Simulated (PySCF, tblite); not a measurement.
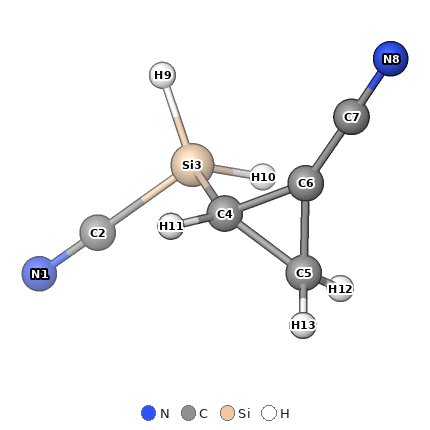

First-order isotropic EPR spectrum (fast tumbling, first derivative) of C₅H₅N₂Si, SMILES N#C[SiH2][C@H]1C[C]1C#N, doublet at 9.50 GHz, Lorentzian lines of 0.09 mT full width at half height, from computed g and hyperfine couplings (B3LYP/pcH-1, PySCF, at a GFN2-xTB geometry (a minimum by its frequencies), gas phase); values of one conformer, averaged over methyl-type rotors alone; other conformers aren't averaged in; no vibrational averaging; dilute isotopes left out. The SMILES is one Lewis form and needn't show where the spin sits.

Question: Give g and the hyperfine couplings.

Answer: g_iso = 2.0032, which centres the spectrum at 338.8 mT; it spans 8.2 mT.

```
nuclei  isotope  a (mT)  a (MHz)
   H11       ¹H    3.13     87.8
   H13       ¹H    2.20     61.8
   H12       ¹H    2.06     57.8
    N8      ¹⁴N    0.37     10.3
    H9       ¹H   −0.06     −1.7
   H10       ¹H   −0.02     −0.5
```

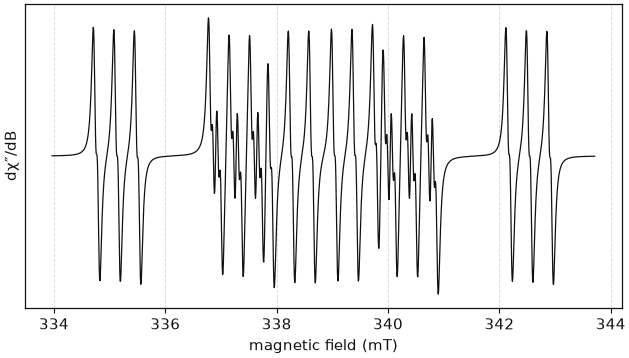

Caveats: the tight-binding geometry is rougher than a DFT one and adds to the error.
